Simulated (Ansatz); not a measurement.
# VGe2P4 monolayer in a perpendicular field, part 3 of 3

Aim: how the VGe2P4 monolayer screens a field along its normal, and what the field does to its bands. A positive field points along +c.

Ansatz 0.2.0; plane-wave DFT, PBE-D3(BJ), Ansatz PAW (set soft_1); PAW set soft_1.

So far. Step 3 (Atoms held, field 0): The work function of the upper face is 5.46 eV. Step 4 (Atoms held, field 0.1 V/Å): The dipole is 0.0686 e·Å.

## 5. Atoms held, field -0.1 V/Å

input.yaml reads:

```yaml
crystal:
  lattice:
    - [3.5151083033, 0.0, 0.0]
    - [-1.7575541517, 3.0441730877, 0.0]
    - [0.0, 0.0, 27.4995841301]
  atoms:
    - { symbol: P, position: [0.0, 0.0, 0.3272776765] }
    - { symbol: Ge, position: [0.3333333333, 0.6666666667, 0.3674167063], spin: 0.01 }
    - { symbol: P, position: [0.3333333333, 0.6666666667, 0.4522096226], spin: -0.03 }
    - { symbol: V, position: [0.0, 0.0, 0.5], spin: 0.64 }
    - { symbol: P, position: [0.3333333333, 0.6666666667, 0.5477903774], spin: -0.03 }
    - { symbol: Ge, position: [0.3333333333, 0.6666666667, 0.6325832937], spin: 0.01 }
    - { symbol: P, position: [0.0, 0.0, 0.6727223235] }
magnetization:
  spin_polarized: true
kpoints:
  mp_grid: { grid: [18, 18, 1] }
  band_path:
    path: [[0, 0, 0], [0.5, 0, 0], [0.33333333, 0.33333333, 0], [0, 0, 0]]
    npoints: 16
hamiltonian:
  xc: pbe
  dispersion: d3bj
  pseudopotentials: { kind: paw, azcp: { folder: soft_1 } }
scf:
  occupations: { method: fermi_dirac, width: 0.02585 }
  convergence: { dr2_threshold: 1.0e-10 }
efield:
  axis: 3
  dipole_correction: true
  ramp_position: 0.9553
  ramp_width: 0.0895
  amplitude: -0.1
output:
  write_potential: true
  write_density: true
  volumetric_format: npy
```

Run with:

```sh
$ ansatz run input.yaml --threads 4 --pin off --max-ram 6144MiB --backend cpu --events-out ev --progress --plain --runs-dir out
```

Numbers of over 12 decimals in the logs are rounded to 6 here.

The program printed:

```text
[...]
Crystal: 7 atoms, lattice volume = 294.262 Å³
Basis set: ecut = 420 eV, 5725 PW (Γ)
Bands: 38, of which v1, the nominal top of the filled ones, is band 31 counted from 1 (30 counted from 0)
Symmetry: 6 space group operations
k-points: 37 of 324 (time reversal used)
[...]
Starting moments: Σ|m| = 0.72 μB on 5 of 7 sites
[...]
k-point 1 ↑: bands = [... 27 lower, 0.3170, 0.3188, 0.4063, 0.8732, 3.4172, 3.5275, 3.6094, 3.6915, ... 3 higher]
  k-point 2 ↑: bands = [... 27 lower, 0.0774, 0.2005, 0.2732, 0.8301, 3.1242, 3.1583, 3.5539, 3.7408, ... 3 higher]
  k-point 36 ↓: bands = [... 27 lower, -1.6017, -0.7177, -0.0758, 1.3374, 2.0422, 2.2417, 2.7440, 3.0514, ... 3 higher]
[key lines of the parts left out:]
SCF converged after 17 iterations
Magnetization: 0.7972 μB (30.8986 up, 30.1014 down)
Free energy (F): -14528.478230 eV
Fermi energy:    0.727368 eV
Dipole field:    D = -0.042158 V/Å  (p = -0.068557 e·Å, saw-weighted, corrected)
```

The job ended after 72 s (4 threads of Intel Xeon Platinum 8259CL at 2.50GHz (Skylake/Cascade Lake), shared host; peak memory 1.3 GiB).

The dipole is -0.0686 e·Å.

## 6. Response, atoms held

This step: plane-wave DFT, PBE-D3(BJ), Ansatz PAW (set soft_1); response to a field along the normal, atoms held; PAW set soft_1 (Ansatz 0.2.0).

The dipoles give the slope, and the difference of two potentials shows where the field is screened.

Numbers from this step:

| Property | Result |
| --- | --- |
| equivalent conductor thickness p/(ε₀AE) | 11.59 Å |
| distance between the outer atoms | 9.500 Å |

The dipole of the cell by applied field:

```tsv
applied field (V/Å)	dipole of the cell (e·Å)
-0.1000	-0.0686
0.0000	-1.9e-7
0.1000	0.0686
```

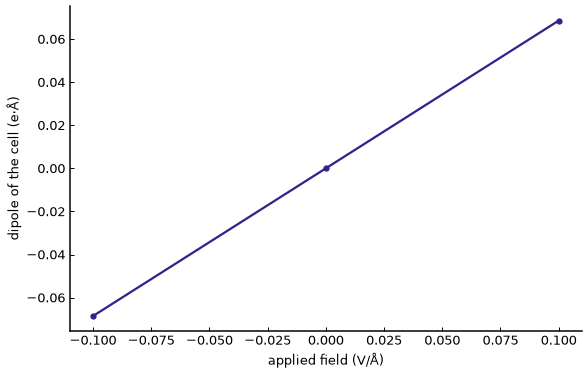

Dipole of the cell, plotted against applied field.

The total moment stays at 0.797 μB for applied field from -0.1 to 0.1 V/Å.

Local field over the applied field, running mean. From the potentials at -0.1 and 0.1 V/Å; running mean over 2.5 Å. Local field over applied field against z:

```tsv
z (Å)	local field over applied field
5	0.995
6	0.960
7	0.781
8	0.435
9	0.120
10	0.0441
11	0.0552
12	0.0395
13	0.0238
14	0.00912
15	0.0283
16	0.0591
17	0.0435
18	0.0563
19	0.260
20	0.614
21	0.899
22	0.985
23	0.998
```

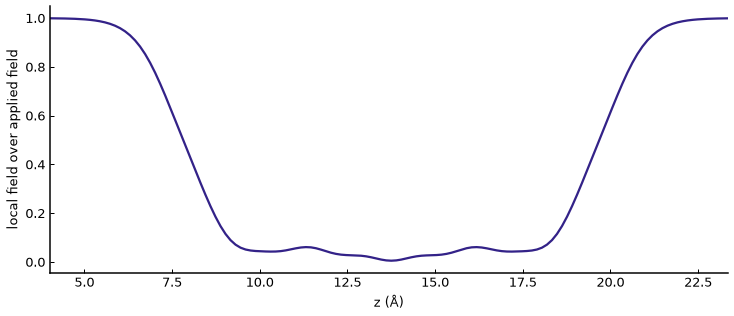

Local field over applied field against z.

The induced electron density oscillates, so the rows of the table below give means over windows of 1.58 Å about each position, cut where the curve ends. Its maxima inside the range that stand out by 2 % of the span (Å: e/Å³ per V/Å): 8.0: 0.00366, 9.3: 8.3e-4, 11.0: 5.8e-4, 12.5: 8.9e-4, 14.2: 8.4e-4, 15.6: 2.3e-4, 17.2: 0.00129, 18.6: -4.3e-4. Its minima: 8.9: 4.3e-4, 10.3: -0.00129, 11.9: -2.3e-4, 13.3: -8.4e-4, 15.0: -8.9e-4, 16.5: -5.8e-4, 18.2: -8.3e-4, 19.5: -0.00366.

Electrons, planar mean, per unit field. Table of induced electron density by z; means over each step:

```tsv
z (Å)	induced electron density (e/Å³ per V/Å)
4.80	2.2e-5
6.38	5.7e-4
7.96	0.00263
9.54	8.6e-5
11.12	-8.4e-6
12.70	8.5e-5
14.28	2.0e-5
15.86	-2.5e-4
17.44	2.6e-4
19.02	-0.00200
20.60	-0.00133
22.18	-6.9e-5
```

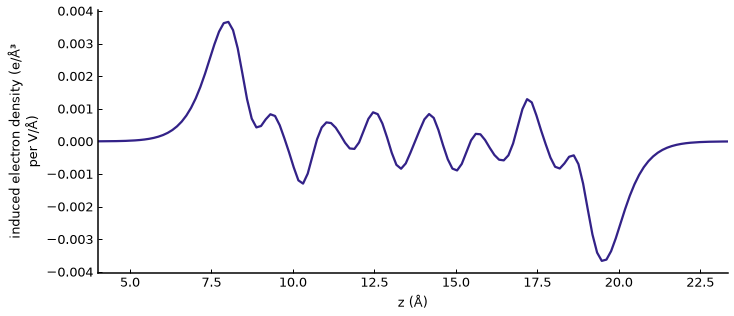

Induced electron density, plotted against z.

By hand: between -0.1 and 0.1 V/Å the dipole changes by 0.1371 e·Å, a slope of 0.6856 e·Å²/V. A perfect conductor of thickness t has p = ε₀AEt, so t = 180.95 × 0.6856 / 10.701 = 11.59 Å (e/ε₀ = 180.95 V·Å, A in Å²).

The induced dipole is that of a conductor 11.59 Å thick.

## 7. Results

```
gap without field                          : none
work function, upper face                  : 5.46 eV
equivalent conductor thickness, atoms held : 11.6 Å
```

In words: The induced dipole equals that of a perfect conductor 11.59 Å thick, while the outer atoms lie 9.50 Å apart. There is no gap over 0.03 eV, with or without the field. For an open d or f shell that can be the fault of a semilocal functional without a Hubbard term. The magnetic order is the one reached from the typed start; other orders were not compared. Spin-orbit coupling is left out. The outer anions sit over the metal atoms, one of several polytypes of such layers and not the lowest for every compound.

[Logs are printed without paths, hosts, clocks, repeated set-up lines and the standing remarks that a program may print on its own settings, such as how far it seeks lower states.]

[Hosts, paths, dates, database ids (printed as entryN), source tags and the programs' standing remarks are cut or masked in the printed files.]

[Maps of the electrostatic potential energy from Ansatz leave out the sawtooth potential of an applied field or a dipole correction, so their vacuum need not be flat; planar profiles and work functions include it.]
